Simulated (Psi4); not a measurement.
# BHSClF (SMILES FB(S)Cl) at CCSD/def2-SVPD

Aim: the vertical ionisation energy of BHSClF at CCSD/def2-SVPD, from 2 runs. 

Program for the calculation: Psi4 1.11.

## Step 1: Starting point

BHSClF: 5 atoms, total charge 0, spin state singlet. As SMILES, `FB(S)Cl`. Geometry: relaxed at PBE0-D4/def2-TZVP. This is one conformer, not always the lowest.

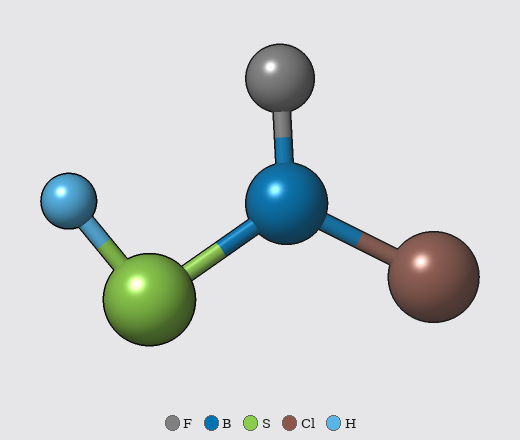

Viewed from a chosen angle; fluorine grey, boron blue, sulfur green, chlorine brown, hydrogen blue.

## Step 2: A single-point energy at CCSD/def2-SVPD

bclfhs.py reads:

```python
import psi4

psi4.set_memory('1600 MB')
psi4.set_num_threads(1)
psi4.set_output_file('psi4.out', False)

m = psi4.geometry("""
0 1
F     -0.530000    -1.166500     0.714900
B     -0.425100    -0.151000    -0.119600
S      1.059600     0.851000    -0.211000
Cl    -1.776300     0.224400    -1.165000
H      1.721700     0.168500     0.739200
units angstrom
symmetry c1
no_reorient
no_com
""")

psi4.set_options({
    'puream': True,
    'e_convergence': 1e-09,
    'd_convergence': 1e-08,
    'scf_type': 'pk',
    'num_frozen_docc': 12,
})

result = psi4.energy('ccsd/def2-SVPD', molecule=m)
print(f'total energy {result:.8f} hartree = {result * 27.211386:.5f} eV')
```

Launch:

```sh
python bclfhs.py
```

psi4.out:

```text
[...]
  Running in c1 symmetry.
[...]
  Nuclear repulsion =  184.437112351664581
[...]
  Multiplicity = 1
[...]
  Nalpha       = 24
  Nbeta        = 24
[...]
    Number of basis functions: 105
[...]
   @RHF iter   1:  -981.45822758503380   -3.70406e-01   3.23895e-03 ADIIS/DIIS
[...]
   @RHF iter  12:  -981.51844783279103   -3.97904e-12   3.71743e-09 DIIS
[...]
    Orbital Energies [Eh]
    ---------------------
    Doubly Occupied:
       1A   -104.821750     2A    -91.956764     3A    -26.333816
       4A    -10.583230     5A     -8.990121     6A     -8.058029
       7A     -8.055643     8A     -8.055260     9A     -7.762201
      10A     -6.678031    11A     -6.676903    12A     -6.675436
      13A     -1.629449    14A     -1.135300    15A     -1.012001
      16A     -0.809437    17A     -0.728554    18A     -0.715080
      19A     -0.659602    20A     -0.561006    21A     -0.504405
      22A     -0.502013    23A     -0.479442    24A     -0.414143
[...]
  @RHF Final Energy:  -981.51844783279103
   => Energetics <=
    Nuclear Repulsion Energy =            184.4371123516645810
    One-Electron Energy =               -1724.3158853703791920
    Two-Electron Energy =                 558.3603251859235570
    Total Energy =                       -981.5184478327910256
[...]
 Multipole Moments:
 ------------------------------------------------------------------------------------
     Multipole            Electronic (a.u.)      Nuclear  (a.u.)        Total (a.u.)
 ------------------------------------------------------------------------------------
 L = 1.  Multiply by 2.5417464519 to convert [e a0] to [Debye]
 Dipole X            :         35.2414391          -34.8036530            0.4377861
 Dipole Y            :        -11.9716870           11.9918240            0.0201370
 Dipole Z            :         31.5949604          -31.3802251            0.2147352
 Magnitude           :                                                    0.4880301
[...]
      * MP2 total energy                      = -982.079364114968826
[...]
      * CCSD total energy                     = -982.110439084180939
```

On the terminal:

```text
total energy -982.11043908 hartree = -26724.58625 eV
```

Wall time 26 s (1 thread of Intel Xeon 6975P-C (Granite Rapids), shared host); peak memory 0.92 GiB.

## Step 3: The doublet cation at the same level

job.inp reads:

```
memory 1.6 GB

molecule {
  1 2
  F
  B 1 r2
  S 2 r3 1 a3
  Cl 2 r4 1 a4 3 d4
  H 3 r5 2 a5 1 d5

  r2 = 1.318573
  r3 = 1.793514
  a3 = 121.89591
  r4 = 1.749151
  a4 = 118.82143
  d4 = 179.9935
  r5 = 1.34427
  a5 = 95.05193
  d5 = -0.03236
  symmetry c1
  no_reorient
  no_com
}

set {
  basis           def2-SVPD
  reference       uhf
  puream          true
  e_convergence   1e-09
  d_convergence   1e-08
  scf_type        pk
  num_frozen_docc 12
  maxiter         200
}

energy('ccsd')
```

Launch:

```sh
psi4 -i job.inp -o job.out -n 1
```

job.out:

```text
[...]
  Running in c1 symmetry.
[...]
  Nuclear repulsion =  184.437090667838334
[...]
  Multiplicity = 2
[...]
  Nalpha       = 24
  Nbeta        = 23
[...]
    Number of basis functions: 105
[...]
   @UHF iter   1:  -981.05631241503647    3.15081e-02   3.65208e-03 ADIIS/DIIS
[...]
   @UHF iter  15:  -981.15274033627952   -3.97904e-12   4.10364e-09 DIIS
[...]
   @S^2 Observed:                7.626034000E-01
[...]
    Orbital Energies [Eh]
    ---------------------
    Alpha Occupied:
       1A   -105.024612     2A    -92.316205     3A    -26.541107
       4A    -10.784083     5A     -9.347659     6A     -8.258460
       7A     -8.257261     8A     -8.255451     9A     -7.998842
      10A     -7.048839    11A     -7.030760    12A     -7.029143
      13A     -1.832987    14A     -1.373999    15A     -1.321980
      16A     -1.014775    17A     -0.941916    18A     -0.927722
      19A     -0.917831    20A     -0.822295    21A     -0.805412
      22A     -0.766860    23A     -0.687382    24A     -0.676770
    Alpha Virtual:
      25A     -0.125329    26A     -0.119484    27A     -0.095823
[...]
  @UHF Final Energy:  -981.15274033627952
   => Energetics <=
    Nuclear Repulsion Energy =            184.4370906678383335
    One-Electron Energy =               -1712.2448866721151717
    Two-Electron Energy =                 546.6550556679974306
    Total Energy =                       -981.1527403362795212
  UHF NO Occupations:
  HONO-2 :   22  A 1.9993675
  HONO-1 :   23  A 1.9951139
[...]
 Multipole Moments:
 ------------------------------------------------------------------------------------
     Multipole            Electronic (a.u.)      Nuclear  (a.u.)        Total (a.u.)
 ------------------------------------------------------------------------------------
 L = 1.  Multiply by 2.5417464519 to convert [e a0] to [Debye]
 Dipole X            :          0.0003343           -0.0007678           -0.0004335
 Dipole Y            :          1.2193640           -3.5798237           -2.3604597
 Dipole Z            :         -0.4773231            1.0313046            0.5539815
 Magnitude           :                                                    2.4245960
[...]
      * MP2 total energy                      = -981.682485133075716
[...]
      * CCSD total energy                     = -981.718382087972486
[...]
```

It took 82 s on 1 thread of Intel Xeon 6975P-C (Granite Rapids), shared host; peak memory 0.93 GiB.

## Step 4: Results

At CCSD/def2-SVPD, 12 core orbitals frozen:

```
                                                                  quantity          value
                                              singlet BHSClF: total energy  -982.11044 Eh
                       singlet BHSClF: HOMO energy (Hartree–Fock orbitals)      -11.27 eV
                       singlet BHSClF: LUMO energy (Hartree–Fock orbitals)        1.71 eV
                     singlet BHSClF: HOMO–LUMO gap (Hartree–Fock orbitals)       12.98 eV
              singlet BHSClF: correlation energy (12 core orbitals frozen)     -592.0 mEh
                                             singlet BHSClF: T1 diagnostic          0.014
                                              doublet cation: total energy  -981.71838 Eh
doublet cation: HOMO energy (Hartree–Fock orbitals) (highest over α and β)      -18.38 eV
 doublet cation: LUMO energy (Hartree–Fock orbitals) (lowest over α and β)       -8.80 eV
              doublet cation: correlation energy (12 core orbitals frozen)     -565.6 mEh
                         doublet cation: ⟨S²⟩ of the reference determinant          0.763
                                             doublet cation: T1 diagnostic          0.031
                        vertical ionisation energy (to the doublet cation)      10.668 eV
```

In words: The vertical ionisation energy comes to 10.67 eV (246 kcal/mol).
